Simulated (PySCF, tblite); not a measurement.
# CH9PSi2: dynamics, then NMR shifts and electronic excitations on frames

How do NMR shifts and electronic excitations of CH9PSi2 (`[SiH3]C[SiH2]P`) change as the atoms move?

Programs: tblite 0.8.0 and PySCF 2.14.0, with density-fitted response routines of our own. Each step states its level of theory. These are calculated values for one molecule in the gas phase, unless marked as measured. Atoms count from 0, in the outputs and in this text.

**1. The molecule as given**

13 atoms, charge 0, multiplicity 1; geometry from: GFN2-xTB.

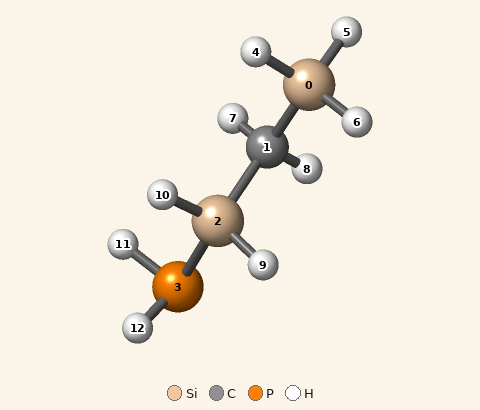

The starting geometry (silicon light orange, carbon grey, phosphorus orange, hydrogen white), atoms numbered; sticks join atoms by distance.

**2. A short Langevin run with GFN2-xTB**

Job settings and geometry (Å):

```
{"job": {"kind": "md", "xc": "GFN2-xTB", "basis": "xTB", "temperature": 400, "steps": 2000, "every": 50, "frames": 5}, "charge": 0, "multiplicity": 1}
Si    -2.257427    -0.173692    -0.484688
C     -0.515978    -0.581265     0.152121
Si     0.896238     0.401687    -0.651484
P      2.812333    -0.344546     0.251978
H     -2.563037     1.229762    -0.205415
H     -3.231658    -1.028628     0.199128
H     -2.320179    -0.414334    -1.926085
H     -0.489143    -0.426402     1.231914
H     -0.322686    -1.644249     0.000070
H      0.981634     0.137008    -2.092167
H      0.703418     1.845106    -0.453225
H      2.693257     0.375518     1.426373
H      3.608839     0.624521    -0.327497
```

With the program's defaults for keys left out, this is: GFN2-xTB Langevin dynamics, gas phase.

On the command line:

```sh
$ OMP_NUM_THREADS=1 python probes_run.py task.json out
```

One launch serves the whole session: the jobs run in the order shown.

Standard output:

```text
t/fs     T/K      E/eV
    0.0   333.4   -345.30294
   25.0   269.8   -344.94199
   50.0   268.0   -344.89504
   75.0   377.2   -344.93394
  100.0   287.3   -344.86720
  125.0   466.3   -344.94267
  150.0   254.3   -344.72269
  175.0   370.5   -344.80470
  200.0   450.8   -344.73759
  225.0   448.4   -344.56620
  250.0   493.7   -344.60832
  275.0   510.9   -344.56432
  300.0   475.4   -344.65763
  325.0   397.1   -344.43953
  350.0   615.4   -344.89687
  375.0   430.8   -344.65392
  400.0   533.9   -344.61446
  425.0   562.5   -344.63422
  450.0   481.4   -344.30239
  475.0   412.8   -344.38481
  500.0   446.0   -344.40726
  525.0   590.9   -344.62388
  550.0   458.8   -344.48378
  575.0   695.3   -344.85361
  600.0   440.5   -344.49898
  625.0   420.4   -344.71436
  650.0   398.4   -344.69135
  675.0   435.2   -344.84624
  700.0   425.4   -344.67932
  725.0   614.8   -344.83216
  750.0   293.5   -344.59336
  775.0   442.6   -344.66967
  800.0   500.7   -344.93704
  825.0   485.7   -344.93178
  850.0   300.3   -344.69419
  875.0   303.9   -344.83983
  900.0   323.1   -344.61712
  925.0   382.6   -344.60827
  950.0   444.8   -344.91773
  975.0   320.9   -344.81800
 1000.0   274.7   -344.74676
```

It took 11 s on 1 thread of Arm Neoverse V1, shared host; peak memory 0.18 GiB.

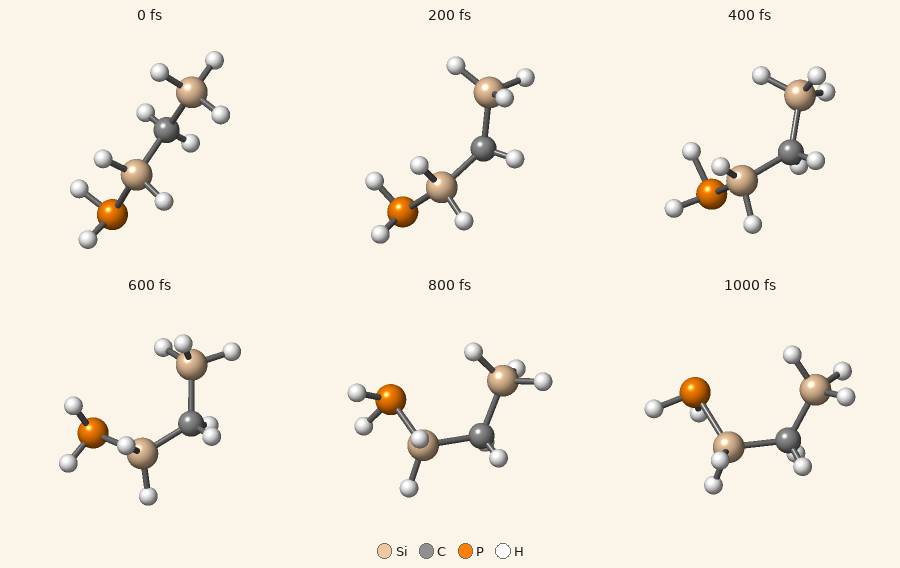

Frames of the run.

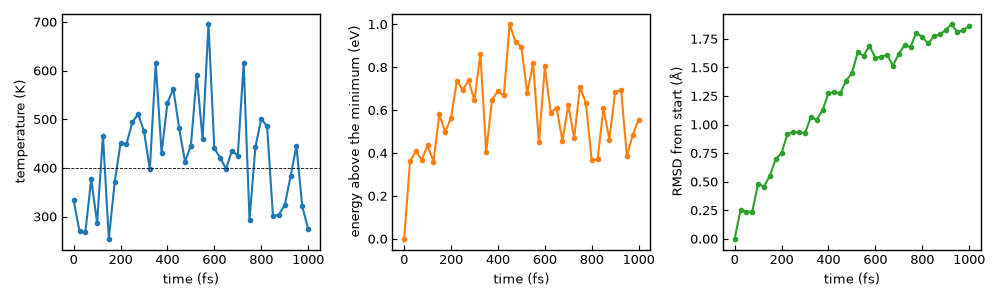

Temperature, potential energy and distance from the start.

Positions (Å) and forces (eV/Å) at 1000 fs:

```xyz
13

Si   -1.884   -1.741   -0.021   -0.435   -1.637    0.947
C    -0.025   -1.588   -0.186    1.932   -0.674   -0.397
Si    0.970   -0.101    0.532    0.223   -0.624    0.120
P     0.257    0.378    2.623    0.408    0.812   -0.414
H    -2.450   -3.021    0.641    0.720    0.747   -0.261
H    -2.420   -1.859   -1.316   -0.438   -0.037   -1.440
H    -2.618   -0.711    0.613   -0.202    0.943    0.588
H     0.504   -2.495    0.173   -0.586    0.273    0.564
H     0.312   -1.703   -1.240   -0.624    0.601    0.222
H     2.428   -0.416    0.656   -0.268   -0.180    0.026
H     1.062    0.913   -0.487   -0.318    0.636   -0.224
H     1.209    1.457    2.806   -0.573   -0.910   -0.072
H     1.104   -0.619    3.063    0.161    0.052    0.341
```

**3. Nuclear shieldings: 250 fs, PBE0/pcSseg-1**

Job settings and geometry (Å):

```
{"job": {"kind": "nmr", "xc": "PBE0", "basis": "pcSseg-1", "pop": false}, "charge": 0, "multiplicity": 1}
Si    -2.740300    -0.390400     0.069400
C     -1.125300    -0.944500    -0.682900
Si     0.490400     0.219700    -0.584500
P      2.294500    -0.125400     0.852500
H     -2.392100     0.518100     1.270000
H     -3.647600    -1.482700     0.555400
H     -3.282000     0.342100    -1.030100
H     -0.831000    -1.791600    -0.063200
H     -1.153800    -1.327200    -1.644500
H      1.191200    -0.103400    -1.796100
H     -0.037400     1.683100    -0.621200
H      1.755900     0.740300     1.820700
H      2.909200     1.060400     0.344200
```

With the program's defaults for keys left out, this is: GIAO PBE0/pcSseg-1 NMR shielding, non-relativistic, gas phase.

Standard output:

```text
coarse grid: 11544 points
cycle   1  E = -963.3026186506  dE = -1.653e-01  |g| = 3.555e-01  |ddm| = 3.072e+00
cycle   2  E = -963.2837273739  dE =  1.889e-02  |g| = 4.301e-01  |ddm| = 7.075e-01
cycle   3  E = -963.3347360011  dE = -5.101e-02  |g| = 3.814e-02  |ddm| = 4.400e-01
cycle   4  E = -963.3351243982  dE = -3.884e-04  |g| = 1.299e-02  |ddm| = 6.080e-02
cycle   5  E = -963.3351717983  dE = -4.740e-05  |g| = 3.262e-03  |ddm| = 2.304e-02
cycle   6  E = -963.3351747342  dE = -2.936e-06  |g| = 6.400e-04  |ddm| = 5.806e-03
final grid: 95336 points
cycle   7  E = -963.3576381729  dE = -1.408e-05  |g| = 4.228e-03  |ddm| = 1.650e-02
cycle   8  E = -963.3576344891  dE =  3.684e-06  |g| = 5.479e-03  |ddm| = 8.822e-03
cycle   9  E = -963.3576426241  dE = -8.135e-06  |g| = 3.168e-04  |ddm| = 5.372e-03
cycle  10  E = -963.3576426451  dE = -2.104e-08  |g| = 6.136e-05  |ddm| = 3.880e-04
cycle  11  E = -963.3576426459  dE = -8.069e-10  |g| = 2.183e-05  |ddm| = 1.095e-04
converged SCF energy = -963.3576426459

GIAO shielding tensors (ppm)
atom      isotropic    diamagn.    paramagn.     s11        s22        s33       span
  0 Si     416.600     879.227    -462.627    357.368    436.168    456.265     98.898
  1 C      204.298     258.383     -54.086    193.503    201.990    217.400     23.897
  2 Si     385.375     879.971    -494.596    301.593    404.645    449.887    148.293
  3 P      611.866     966.825    -354.959    509.205    644.878    681.516    172.311
  4 H       26.883      28.181      -1.298     23.031     26.647     30.969      7.938
  5 H       27.081      27.641      -0.560     23.650     24.852     32.742      9.092
  6 H       27.728      29.187      -1.459     23.941     25.833     33.412      9.471
  7 H       32.017      33.240      -1.224     26.053     31.005     38.991     12.938
  8 H       32.937      33.332      -0.395     26.376     30.457     41.977     15.601
  9 H       27.296      30.856      -3.560     22.355     27.320     32.214      9.859
 10 H       26.098      29.066      -2.968     21.469     25.991     30.835      9.366
 11 H       29.908      30.502      -0.594     24.854     27.324     37.546     12.692
 12 H       29.963      29.205       0.758     24.999     26.620     38.269     13.270
```

Run time: 9.9 s. Hardware: 1 thread of Arm Neoverse V1, shared host; peak memory 0.66 GiB.

Shifts follow as δ = σ(reference) − σ, with reference shieldings (ppm) from runs at the same level and on the same kind of geometry: ¹H TMS 31.72, ¹³C TMS 186.9, ²⁹Si TMS 349.2, ³¹P H3PO4 318.4. The references are single molecules in the gas phase, so shifts against H2O, NH3, PH3, H3PO4 or CFCl3 are not on the usual liquid scales and can be off by tens of ppm. Each atom is listed at this fixed geometry, with no averaging over motion; a spectrum would average atoms that exchange fast.

```csv
atoms,environment,σ (ppm),δ (ppm)
C1,sp3 CH2 bonded to 2 Si,204.3,-17.4
H10,"hydrogen on a silicon bonded to C, P",26.10,5.62
H4,hydrogen on a silicon bonded to C,26.88,4.83
H5,hydrogen on a silicon bonded to C,27.08,4.64
H9,"hydrogen on a silicon bonded to C, P",27.30,4.42
H6,hydrogen on a silicon bonded to C,27.73,3.99
H11,hydrogen on a phosphorus bonded to Si,29.91,1.81
H12,hydrogen on a phosphorus bonded to Si,29.96,1.75
H7,hydrogen on an sp3 CH2 bonded to 2 Si,32.02,-0.30
H8,hydrogen on an sp3 CH2 bonded to 2 Si,32.94,-1.22
Si2,"silicon bonded to C, P, 2 H",385.4,-36.2
Si0,"silicon bonded to C, 3 H",416.6,-67.4
P3,"phosphorus bonded to Si, 2 H",611.9,-293.5
```

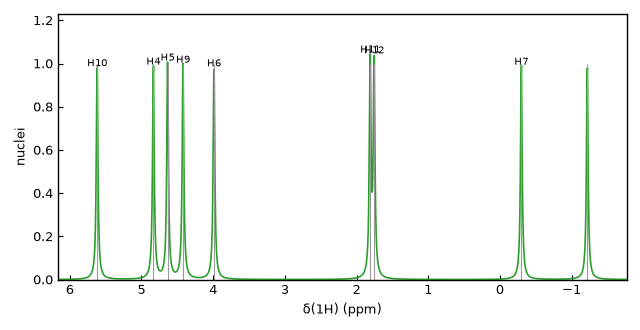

¹H lines at the computed shifts, without couplings. Lines are broadened to a width of 0.03 ppm (Lorentzian).

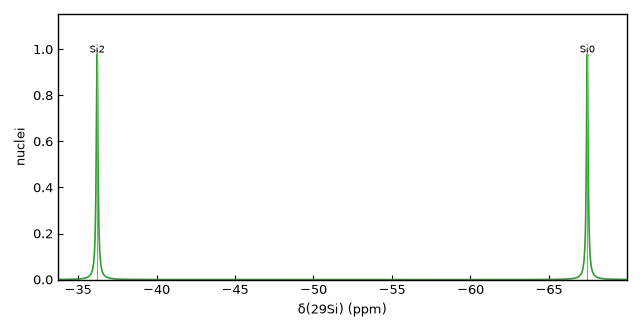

²⁹Si lines at the computed shifts, without couplings. Lines are broadened to a width of 0.12 ppm (Lorentzian).

**4. TDDFT and polarisability: 250 fs, PBE0/def2-SVPD**

Same as in step 3 but for these lines:

```diff
@@ -1,2 +1,2 @@
-{"job": {"kind": "nmr", "xc": "PBE0", "basis": "pcSseg-1", "pop": false}, "charge": 0, "multiplicity": 1}
+{"job": {"kind": "uv", "xc": "PBE0", "basis": "def2-SVPD", "nstates": 5, "ntriplets": 0}, "charge": 0, "multiplicity": 1}
 Si    -2.740300    -0.390400     0.069400
```

With the program's defaults for keys left out, this is: TDDFT PBE0/def2-SVPD, vertical, gas phase, core orbitals frozen in the response.

Standard output:

```text
coarse grid: 11544 points
cycle   1  E = -962.9461343981  dE = -1.856e-01  |g| = 3.332e-01  |ddm| = 3.778e+00
cycle   2  E = -962.9285776342  dE =  1.756e-02  |g| = 4.060e-01  |ddm| = 9.336e-01
cycle   3  E = -962.9759264501  dE = -4.735e-02  |g| = 3.591e-02  |ddm| = 5.242e-01
cycle   4  E = -962.9763185726  dE = -3.921e-04  |g| = 1.226e-02  |ddm| = 8.389e-02
cycle   5  E = -962.9763720869  dE = -5.351e-05  |g| = 2.893e-03  |ddm| = 2.795e-02
cycle   6  E = -962.9763753643  dE = -3.277e-06  |g| = 6.412e-04  |ddm| = 6.916e-03
final grid: 95336 points
cycle   7  E = -963.0899383301  dE = -1.261e-05  |g| = 4.102e-03  |ddm| = 5.202e-02
cycle   8  E = -963.0899343566  dE =  3.974e-06  |g| = 5.522e-03  |ddm| = 1.145e-02
cycle   9  E = -963.0899430381  dE = -8.682e-06  |g| = 2.261e-04  |ddm| = 6.662e-03
cycle  10  E = -963.0899430553  dE = -1.715e-08  |g| = 5.355e-05  |ddm| = 5.435e-04
cycle  11  E = -963.0899430562  dE = -9.381e-10  |g| = 1.922e-05  |ddm| = 1.537e-04
converged SCF energy = -963.0899430562

Static polarisability (au): isotropic 100.398, principal 85.080 88.280 127.834

Singlet excitations
state   eV       nm        f      main configurations
  1   6.1369    202.0   0.08116   H->L 0.85, H->L+1 0.09
  2   6.6652    186.0   0.06182   H->L+2 0.45, H->L+1 0.32
  3   6.7877    182.7   0.03297   H->L+2 0.47, H->L+1 0.44
  4   7.0268    176.4   0.18688   H-1->L 0.86
  5   7.1805    172.7   0.02372   H-2->L 0.57, H->L+3 0.30
```

It took 13 s on 1 thread of Arm Neoverse V1, shared host; peak memory 0.7 GiB.

Frontier orbitals and where they lie:

```csv
orbital,eV,atoms
HOMO−3,-9.05,"P3 25 %, C1 15 %, Si0 14 %"
HOMO−2,-8.87,"C1 19 %, Si2 19 %, H9 14 %"
HOMO−1,-8.63,"C1 32 %, Si2 20 %, Si0 14 %"
HOMO,-7.71,"P3 59 %, Si2 18 %, H10 7 %"
LUMO,-0.46,"P3 27 %, Si2 24 %, C1 13 %"
LUMO+1,-0.03,"Si2 23 %, P3 22 %, Si0 13 %"
LUMO+2,0.36,"P3 45 %, Si2 18 %, H11 15 %"
```

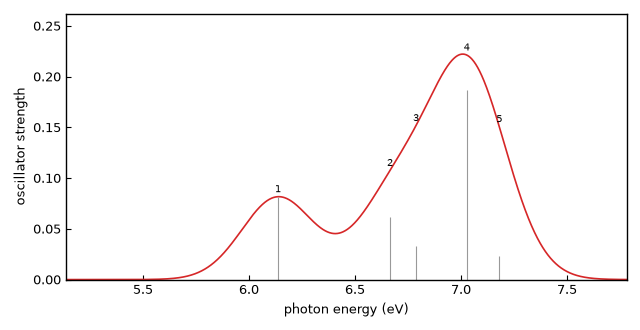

Absorption spectrum from the 5 singlet states computed; above the last one it falls off for lack of states. Lines are broadened to a width of 0.40 eV (Gaussian).

Ground-state properties from the same run:

```csv
property,computed
dipole moment (D),0.36
polarisability (Å³),14.88
HOMO–LUMO gap (eV),7.25
−ε(HOMO) (eV),7.71
```

**5. Nuclear shieldings: 425 fs, PBE0/pcSseg-1**

Job settings and geometry (Å):

```
{"job": {"kind": "nmr", "xc": "PBE0", "basis": "pcSseg-1", "pop": false}, "charge": 0, "multiplicity": 1}
Si    -2.592300    -0.962000     0.737100
C     -1.007600    -0.963700    -0.452600
Si     0.315800     0.427900    -0.401800
P      1.500600    -0.179600     1.286600
H     -2.616600     0.033500     1.780400
H     -2.814700    -2.297100     1.202700
H     -3.893500    -0.684300     0.156200
H     -0.470300    -1.856500    -0.321500
H     -1.568800    -0.946800    -1.446300
H      1.052200     0.292200    -1.738700
H     -0.169600     1.914200    -0.363900
H      0.866900     0.370100     2.422100
H      2.468200     0.786500     1.428300
```

With the program's defaults for keys left out, this is: GIAO PBE0/pcSseg-1 NMR shielding, non-relativistic, gas phase.

Standard output:

```text
coarse grid: 11544 points
cycle   1  E = -963.3094487519  dE = -9.764e-02  |g| = 3.021e-01  |ddm| = 3.083e+00
cycle   2  E = -963.3006582544  dE =  8.790e-03  |g| = 3.456e-01  |ddm| = 5.882e-01
cycle   3  E = -963.3327418248  dE = -3.208e-02  |g| = 4.439e-02  |ddm| = 3.523e-01
cycle   4  E = -963.3333071627  dE = -5.653e-04  |g| = 1.231e-02  |ddm| = 6.379e-02
cycle   5  E = -963.3333482363  dE = -4.107e-05  |g| = 2.577e-03  |ddm| = 2.040e-02
cycle   6  E = -963.3333501012  dE = -1.865e-06  |g| = 4.995e-04  |ddm| = 4.596e-03
final grid: 95336 points
cycle   7  E = -963.3560266455  dE = -1.313e-05  |g| = 4.287e-03  |ddm| = 1.722e-02
cycle   8  E = -963.3560230704  dE =  3.575e-06  |g| = 5.543e-03  |ddm| = 9.012e-03
cycle   9  E = -963.3560313333  dE = -8.263e-06  |g| = 4.382e-04  |ddm| = 5.157e-03
cycle  10  E = -963.3560313778  dE = -4.449e-08  |g| = 1.028e-04  |ddm| = 6.339e-04
cycle  11  E = -963.3560313808  dE = -2.950e-09  |g| = 1.919e-05  |ddm| = 1.614e-04
cycle  12  E = -963.3560313809  dE = -9.072e-11  |g| = 3.843e-06  |ddm| = 3.051e-05
converged SCF energy = -963.3560313809

GIAO shielding tensors (ppm)
atom      isotropic    diamagn.    paramagn.     s11        s22        s33       span
  0 Si     429.171     878.094    -448.922    376.089    402.562    508.863    132.774
  1 C      197.851     256.253     -58.402    184.331    200.018    209.205     24.874
  2 Si     395.773     879.728    -483.955    362.254    385.517    439.549     77.295
  3 P      604.845     968.108    -363.263    501.554    635.142    677.839    176.285
  4 H       28.241      28.735      -0.495     24.036     27.466     33.220      9.183
  5 H       28.084      28.193      -0.109     24.275     25.804     34.175      9.900
  6 H       27.984      28.155      -0.170     24.521     25.767     33.665      9.144
  7 H       32.494      32.872      -0.378     27.140     30.630     39.712     12.572
  8 H       29.850      29.183       0.666     23.375     28.133     38.040     14.665
  9 H       26.247      28.334      -2.087     22.553     24.288     31.902      9.349
 10 H       25.756      28.059      -2.303     22.375     23.703     31.190      8.815
 11 H       29.635      30.175      -0.540     24.052     27.761     37.093     13.041
 12 H       30.359      30.066       0.294     24.862     26.290     39.925     15.063
```

Run time: 10 s. Hardware: 1 thread of Arm Neoverse V1, shared host; peak memory 0.68 GiB.

This run: δ C1 -10.9, Si2 -46.6, Si0 -80.0, P3 -286.5, H10 5.96, H9 5.47 ppm.

**6. Excited states and response: 425 fs, PBE0/def2-SVPD**

Same as in step 5 but for these lines:

```diff
@@ -1,2 +1,2 @@
-{"job": {"kind": "nmr", "xc": "PBE0", "basis": "pcSseg-1", "pop": false}, "charge": 0, "multiplicity": 1}
+{"job": {"kind": "uv", "xc": "PBE0", "basis": "def2-SVPD", "nstates": 5, "ntriplets": 0}, "charge": 0, "multiplicity": 1}
 Si    -2.592300    -0.962000     0.737100
```

With the program's defaults for keys left out, this is: TDDFT PBE0/def2-SVPD, vertical, gas phase, core orbitals frozen in the response.

Standard output:

```text
coarse grid: 11544 points
cycle   1  E = -962.9515308188  dE = -1.156e-01  |g| = 2.822e-01  |ddm| = 3.856e+00
cycle   2  E = -962.9438507094  dE =  7.680e-03  |g| = 3.222e-01  |ddm| = 7.995e-01
cycle   3  E = -962.9730128080  dE = -2.916e-02  |g| = 4.301e-02  |ddm| = 4.166e-01
cycle   4  E = -962.9736021881  dE = -5.894e-04  |g| = 1.186e-02  |ddm| = 8.473e-02
cycle   5  E = -962.9736520686  dE = -4.988e-05  |g| = 2.622e-03  |ddm| = 2.581e-02
cycle   6  E = -962.9736548474  dE = -2.779e-06  |g| = 5.130e-04  |ddm| = 6.284e-03
final grid: 95336 points
cycle   7  E = -963.0873636274  dE = -1.186e-05  |g| = 4.215e-03  |ddm| = 5.130e-02
cycle   8  E = -963.0873598076  dE =  3.820e-06  |g| = 5.597e-03  |ddm| = 1.211e-02
cycle   9  E = -963.0873686941  dE = -8.886e-06  |g| = 3.837e-04  |ddm| = 6.732e-03
cycle  10  E = -963.0873687420  dE = -4.796e-08  |g| = 7.530e-05  |ddm| = 8.456e-04
cycle  11  E = -963.0873687441  dE = -2.026e-09  |g| = 2.158e-05  |ddm| = 1.840e-04
cycle  12  E = -963.0873687442  dE = -1.735e-10  |g| = 3.844e-06  |ddm| = 4.766e-05
converged SCF energy = -963.0873687442

Static polarisability (au): isotropic 97.493, principal 84.678 96.591 111.209

Singlet excitations
state   eV       nm        f      main configurations
  1   5.5546    223.2   0.00778   H->L 0.94
  2   6.3744    194.5   0.01822   H->L+1 0.75, H->L+2 0.15
  3   6.5355    189.7   0.03206   H->L+2 0.77, H->L+1 0.16
  4   6.8737    180.4   0.13502   H->L+3 0.72, H->L+4 0.13
  5   7.1820    172.6   0.02026   H->L+4 0.55, H-1->L 0.16, H->L+3 0.11
```

It took 13 s on 1 thread of Arm Neoverse V1, shared host; peak memory 0.7 GiB.

This run: HOMO -7.27 eV, LUMO -0.29 eV; lowest singlet 5.55 eV.

**7. NMR shieldings: 625 fs, PBE0/pcSseg-1**

Job settings and geometry (Å):

```
{"job": {"kind": "nmr", "xc": "PBE0", "basis": "pcSseg-1", "pop": false}, "charge": 0, "multiplicity": 1}
Si    -2.283400    -1.207400     0.586100
C     -0.690900    -1.478300    -0.460100
Si     0.745900    -0.190500    -0.323200
P      1.371500     0.223600     1.936100
H     -3.007000     0.011400     0.012400
H     -2.024100    -0.772500     1.916100
H     -3.190700    -2.382900     0.181600
H     -0.408700    -2.592100    -0.322200
H     -0.932800    -1.555300    -1.502000
H      1.881200    -0.678400    -1.088200
H      0.287100     1.045100    -0.971200
H      0.769600     1.509400     2.093400
H      2.726700     0.696800     1.687600
```

Method: GIAO PBE0/pcSseg-1 NMR shielding, non-relativistic, gas phase.

Standard output:

```text
coarse grid: 11544 points
cycle   1  E = -963.3157246891  dE = -2.661e-01  |g| = 3.225e-01  |ddm| = 3.056e+00
cycle   2  E = -963.3036455445  dE =  1.208e-02  |g| = 3.779e-01  |ddm| = 6.164e-01
cycle   3  E = -963.3423370913  dE = -3.869e-02  |g| = 4.059e-02  |ddm| = 3.662e-01
cycle   4  E = -963.3427788870  dE = -4.418e-04  |g| = 1.254e-02  |ddm| = 6.011e-02
cycle   5  E = -963.3428221587  dE = -4.327e-05  |g| = 3.094e-03  |ddm| = 2.170e-02
cycle   6  E = -963.3428248237  dE = -2.665e-06  |g| = 6.513e-04  |ddm| = 5.558e-03
final grid: 95336 points
cycle   7  E = -963.3652049474  dE = -1.155e-05  |g| = 3.997e-03  |ddm| = 1.610e-02
cycle   8  E = -963.3652017725  dE =  3.175e-06  |g| = 5.182e-03  |ddm| = 8.498e-03
cycle   9  E = -963.3652090678  dE = -7.295e-06  |g| = 3.613e-04  |ddm| = 4.977e-03
cycle  10  E = -963.3652090980  dE = -3.021e-08  |g| = 7.451e-05  |ddm| = 4.668e-04
cycle  11  E = -963.3652090993  dE = -1.331e-09  |g| = 1.724e-05  |ddm| = 1.154e-04
cycle  12  E = -963.3652090994  dE = -8.140e-11  |g| = 4.935e-06  |ddm| = 3.341e-05
converged SCF energy = -963.3652090994

GIAO shielding tensors (ppm)
atom      isotropic    diamagn.    paramagn.     s11        s22        s33       span
  0 Si     424.387     878.788    -454.400    383.348    403.570    486.244    102.896
  1 C      192.550     255.585     -63.035    179.955    193.787    203.908     23.953
  2 Si     393.562     880.115    -486.554    332.654    404.368    443.663    111.010
  3 P      563.099     966.678    -403.580    519.296    566.504    603.497     84.201
  4 H       27.084      28.608      -1.523     24.129     25.307     31.817      7.687
  5 H       27.931      29.416      -1.485     23.702     27.995     32.095      8.393
  6 H       26.369      26.792      -0.423     22.646     24.168     32.293      9.647
  7 H       29.966      29.073       0.894     25.282     27.379     37.238     11.956
  8 H       32.002      32.336      -0.333     26.636     28.984     40.388     13.752
  9 H       27.165      30.076      -2.911     22.562     25.958     32.976     10.414
 10 H       26.931      30.646      -3.714     22.747     25.914     32.134      9.387
 11 H       29.099      29.742      -0.643     24.159     26.828     36.309     12.150
 12 H       28.754      28.397       0.356     23.910     25.642     36.709     12.800
```

It took 9.6 s on 1 thread of Arm Neoverse V1, shared host; peak memory 0.68 GiB.

In short: δ C1 -5.6, Si2 -44.4, Si0 -75.2, P3 -244.7, H6 5.35, H10 4.79 ppm.

[end of part 1 of 2]
